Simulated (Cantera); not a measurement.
Feed: 1 mol AlN, 0.44 mol HCl, 0.12 mol H₂, at 3600 Pa.

Equilibrium computed with Cantera from the NASA thermochemical tables; the gas is ideal and each condensed phase is pure. Candidate condensed phases: Al, AlCl₃, AlN, NH₄Cl; 20 gas species. The tables' values for AlCl₂ are old estimates; treat these amounts as uncertain. Equilibrium is a limit: real reactors are often held back by kinetics, nucleation or transport.

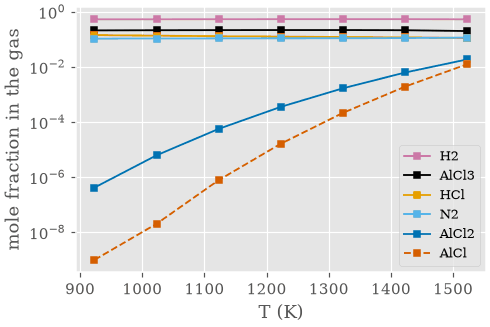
Figure. Equilibrium gas composition (values under 1e-9 drawn at 1e-9)

**Question.** Read off the mole fractions at 923 K.

**Answer.** H₂ about 0.54, AlCl₃ about 0.21, HCl about 0.14, N₂ about 0.11, AlCl₂ about 4.2e-7.
